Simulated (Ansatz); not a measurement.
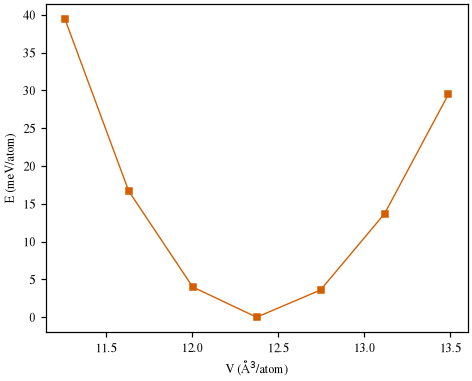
Figure. BeS (NiAs type, space group No. 194) under volume change, plane-wave PAW PBE (Ansatz code), shape and atoms relaxed at each volume.

Problem. What does a third-order Birch–Murnaghan fit give for V₀, B₀ and B′?

Solution. V₀ = 12.38 Å³/atom, B₀ = 108 GPa, B′ = 3.8.

Space group P6_3/mmc (NiAs type). The cell is a constructed one: a structure type filled with these elements; neither database checked (COD, Materials Project) lists it. COD files the formula under space group No. 216, so this cell is another polymorph or a model. Its standing as an ambient phase is unchecked. The cell was relaxed with PBE under the symmetry of its start; whether a distortion lowers the energy is not shown.

Potentials: the later of the program's two PAW sets.
